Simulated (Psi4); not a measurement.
# UM06-L/def2-SVPD run of SiNH2F2 (SMILES [NH][SiH](F)F)

What is the vertical electron affinity of SiNH2F2 at UM06-L/def2-SVPD? 

The results are computed with Psi4 1.11.

2 further runs of the same task are left out: 2 set aside as unsound or not needed.

## Step 1: The structure to begin with

SiNH2F2: 6 atoms, total charge 0, spin state doublet. SMILES: `[NH][SiH](F)F`. The coordinates come from a PBE0-D4/def2-TZVP relaxation. This is one conformer, not always the lowest.

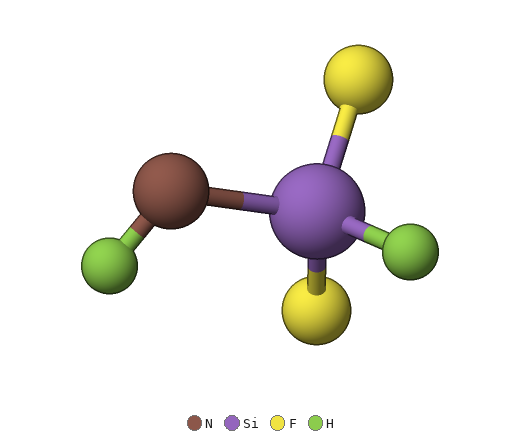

The structure, seen from a chosen angle (nitrogen brown, silicon purple, fluorine yellow, hydrogen green).

## Step 2: Energy and gradient at UM06-L/def2-SVPD

The input, input.inp:

```
memory 1.6 GB

molecule molecule1 {
  0 2
  N     -0.04799904     1.89293866    -1.70774550
  Si     0.35526851    -0.46279393     0.51589523
  F      2.98331063    -1.77898817    -0.00888171
  F     -1.71700516    -2.62709726     0.39192920
  H     -1.84777420     2.18584621    -2.33664635
  H      0.35375673     0.66915202     3.05814379
  units au
  symmetry c1
}

set basis def2-SVPD
set reference uks
set puream true
set e_convergence 1e-09
set d_convergence 1e-08
set scf_type pk
set dft_radial_points 99
set dft_spherical_points 590
set maxiter 200

gradient('m06-l')
```

Command:

```bash
$ psi4 -i input.inp -o input.out -n 1
```

input.out (excerpt; [...] marks lines left out):

```text
[...]
  Running in c1 symmetry.
[...]
  Nuclear repulsion =  175.745953263484182
[...]
  Multiplicity = 2
[...]
  Nalpha       = 21
  Nbeta        = 20
[...]
    Number of basis functions: 106
[...]
   @UKS iter   1:  -544.69653960065830   -3.43644e-01   6.78342e-03 ADIIS/DIIS
[...]
   @UKS iter  14:  -544.89430977992345   -2.94449e-11   8.35906e-09 DIIS
[...]
   @S^2 Observed:                7.550507525E-01
[...]
    Orbital Energies [Eh]
    ---------------------
    Alpha Occupied:
       1A    -65.920832     2A    -24.519537     3A    -24.517923
       4A    -14.233001     5A     -5.344490     6A     -3.658003
       7A     -3.655720     8A     -3.653106     9A     -1.183705
      10A     -1.165478    11A     -0.839768    12A     -0.545275
      13A     -0.476441    14A     -0.461969    15A     -0.449987
      16A     -0.418382    17A     -0.404968    18A     -0.393391
      19A     -0.364224    20A     -0.317144    21A     -0.302912
    Alpha Virtual:
      22A      0.014264    23A      0.028353    24A      0.039556
      25A      0.062227    26A      0.093128    27A      0.109612
[...]
  @UKS Final Energy:  -544.89430977992345
   => Energetics <=
    Nuclear Repulsion Energy =            175.7459532634841821
    One-Electron Energy =               -1104.4439981683312908
    Two-Electron Energy =                 433.3493983140029400
    DFT Exchange-Correlation Energy =     -49.5456631890792210
    Empirical Dispersion Energy =           0.0000000000000000
    VV10 Nonlocal Energy =                  0.0000000000000000
    Total Energy =                       -544.8943097799234465
[...]
 Multipole Moments:
 ------------------------------------------------------------------------------------
     Multipole            Electronic (a.u.)      Nuclear  (a.u.)        Total (a.u.)
 ------------------------------------------------------------------------------------
 L = 1.  Multiply by 2.5417464519 to convert [e a0] to [Debye]
 Dipole X            :          0.7757847           -1.3705963           -0.5948116
 Dipole Y            :         -3.2006964            3.6106995            0.4100031
 Dipole Z            :         -0.0409179            0.1753524            0.1344344
 Magnitude           :                                                    0.7348306
[...]
  -Total Gradient:
     Atom            X                  Y                   Z
    ------   -----------------  -----------------  -----------------
       1       -0.001108215888    -0.003864737731     0.003274263027
       2        0.004674838831    -0.026688061682    -0.009956195376
       3       -0.022809089927     0.011804613199     0.004190587558
       4        0.017581398741     0.019103529263     0.000767362719
       5        0.002253561017    -0.001149785813     0.001370359662
       6       -0.000125141377     0.000500532294     0.000369983384
[...]
```

Wall time 51 s (1 thread of Intel Xeon 6975P-C (Granite Rapids), shared host); peak memory 0.64 GiB.

## Step 3: The singlet anion, same level

The input, input.in:

```
memory 1600 mb

molecule {
  -1 1
  N     -0.025400     1.001700    -0.903700
  Si     0.188000    -0.244900     0.273000
  F      1.578700    -0.941400    -0.004700
  F     -0.908600    -1.390200     0.207400
  H     -0.977800     1.156700    -1.236500
  H      0.187200     0.354100     1.618300
  units angstrom
  symmetry c1
}

set basis def2-SVPD
set puream true
set e_convergence 1e-09
set d_convergence 1e-08
set scf_type pk
set dft_radial_points 99
set dft_spherical_points 590

result, w = gradient('m06-l', return_wfn=True)
oeprop(w, 'QUADRUPOLE', 'MULLIKEN_CHARGES', 'DIPOLE', title='M06-L')
```

Command:

```bash
$ psi4 -i input.in -o input.out -n 1
```

input.out (excerpt; [...] marks lines left out):

```text
[...]
  Running in c1 symmetry.
[...]
  Nuclear repulsion =  175.745953143268252
[...]
  Multiplicity = 1
[...]
  Nalpha       = 21
  Nbeta        = 21
[...]
    Number of basis functions: 106
[...]
   @RKS iter   1:  -544.48440737565716   -1.31512e-01   9.90004e-03 DIIS/ADIIS
[...]
   @RKS iter  14:  -544.96984527274526   -1.61435e-11   9.29097e-09 DIIS
[...]
  @RKS Final Energy:  -544.96984527274526
   => Energetics <=
    Nuclear Repulsion Energy =            175.7459531432682525
    One-Electron Energy =               -1114.4806780358535434
    Two-Electron Energy =                 443.5573837845528260
    DFT Exchange-Correlation Energy =     -49.7925041647128381
    Empirical Dispersion Energy =           0.0000000000000000
    VV10 Nonlocal Energy =                  0.0000000000000000
    Total Energy =                       -544.9698452727452604
[...]
  -Total Gradient:
     Atom            X                  Y                   Z
    ------   -----------------  -----------------  -----------------
       1       -0.006815453067     0.029855723620    -0.027033095858
       2        0.028622355119    -0.118593939067     0.061247274751
       3       -0.044406651723     0.029505368277    -0.004610086174
       4        0.029960927101     0.045510861295    -0.010125594316
       5       -0.001742609483     0.001681158325    -0.002922489482
       6       -0.005156155121     0.011885193015    -0.016481370690
[...]
 Multipole Moments:
 ------------------------------------------------------------------------------------
     Multipole            Electronic (a.u.)      Nuclear  (a.u.)        Total (a.u.)
 ------------------------------------------------------------------------------------
 L = 1.  Multiply by 2.5417464519 to convert [e a0] to [Debye]
 Dipole X            :          1.2452733           -1.3705963           -0.1253230
 Dipole Y            :         -5.0057026            3.6106995           -1.3950030
 Dipole Z            :          0.7300290            0.1753524            0.9053813
 Magnitude           :                                                    1.6677694
 L = 2.  Multiply by 1.3450342976 to convert [e a0^2] to [Debye ang]
 Quadrupole XX       :       -132.9360760          106.8458866          -26.0901894
 Quadrupole XY       :          2.6804046           -3.3801590           -0.6997543
[...]
```

Run time: 36 s. Hardware: 1 thread of Intel Xeon 6975P-C (Granite Rapids), shared host; peak memory 0.65 GiB.

## Step 4: What came out

At UM06-L/def2-SVPD:

| quantity | value |
| --- | --- |
| doublet SiNH2F2: total energy | -544.89431 Eh |
| doublet SiNH2F2: dipole moment | 1.87 D |
| doublet SiNH2F2: HOMO energy (highest over α and β) | -7.55 eV |
| doublet SiNH2F2: LUMO energy (lowest over α and β) | -5.04 eV |
| doublet SiNH2F2: ⟨S²⟩ | 0.755 |
| doublet SiNH2F2: largest force on an atom | 1.484 eV/Å |
| singlet anion: total energy | -544.96985 Eh |
| singlet anion: HOMO energy | 1.17 eV |
| singlet anion: LUMO energy | 5.15 eV |
| singlet anion: HOMO–LUMO gap (to an unbound level, set by the basis) | 3.98 eV |
| singlet anion: largest force on an atom | 7.020 eV/Å |
| vertical electron affinity (to the singlet anion) | 2.055 eV |

At fixed nuclei the extra electron is bound by 2.06 eV (198 kJ/mol). The largest force (doublet SiNH2F2) is 1.48 eV/Å: the shape isn't a stationary point for this species at this level. The HOMO (singlet anion) lies at positive energy, 1.17 eV, as semi-local functionals often give for anions; only total energies tell whether the electron is bound.
